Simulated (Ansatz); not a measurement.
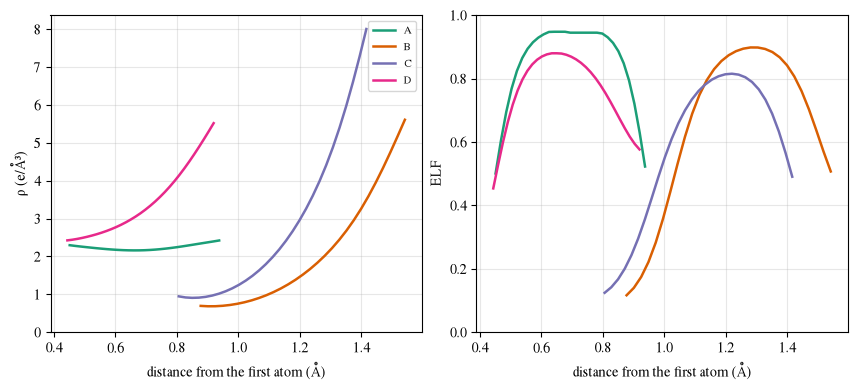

C$_{3}$H$_{3}$F$_{2}$GaO$_{2}$ (SMILES [F][Ga-]1([F])[O]C=CC=[O+]1). Total electron density and ELF along straight lines between neighbouring atoms. The curves leave out the atomic cores.

Geometry: PBE0-D4/def2-TZVP.

The calculation used RKS PBE0-D4/def2-TZVPP in Ansatz.

```xyz
11

F    -0.7871   -2.0756    2.0843
Ga    0.4316   -1.0753    1.3410
F     2.0690   -1.1446    1.9342
O    -0.1590    0.7274    1.3100
C    -0.4229    1.3423    0.2327
C    -0.3324    0.8435   -1.0604
C     0.0776   -0.4496   -1.3584
O     0.4217   -1.3517   -0.5359
H    -0.7557    2.3765    0.3635
H    -0.5946    1.4978   -1.8798
H     0.1171   -0.7477   -2.4105
```

### Which curve belongs to which contact (C–C, C–O, Ga–F and Ga–O)? The first atom named is at distance zero.

Curve A: C–C (1.39 Å): the density is about 2.2 e/Å³ at the midpoint; the ELF peaks at about 0.95 between the atoms: localised, covalent bonding. Curve B: Ga–O (1.90 Å): ρ is about 0.7 e/Å³ halfway; the ELF peaks at about 0.90 in the valence shell of O, 0.6 Å from its nucleus, and is about 0.20 at the midpoint. Curve C: Ga–F (1.74 Å): the density is about 0.91 e/Å³ at the midpoint; the ELF peaks at about 0.80 in the valence shell of F, 0.5 Å from its nucleus, and is about 0.20 at the midpoint. Curve D: C–O (1.27 Å): ρ at the midpoint is about 2.9 e/Å³; the ELF peaks at about 0.90 between the atoms; a polar covalent bond.
